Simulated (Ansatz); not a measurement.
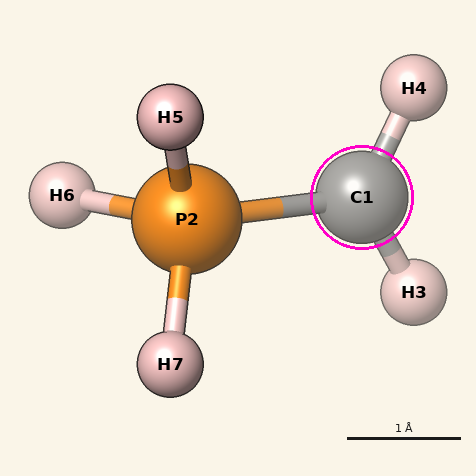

Source: calculation with Ansatz.

Orthographic view. Depth is shown by fading: the farther an atom, the more it takes the colour of the background. State: charge +1, doublet. Geometry: a fixed input geometry, not necessarily a minimum.

Question: Which atoms are bonded to the circled atom?

Answer: The circled atom is C1; it is bonded to P2, H3, H4.

Question: Which atom is nearest the viewer?

Answer: H5, 1.4 Å in front of the mean position.

Question: Of P2 and H6, which is nearer the viewer?

Answer: P2; the bond to H6 points away from the viewer, so it looks shorter than its 1.43 Å.
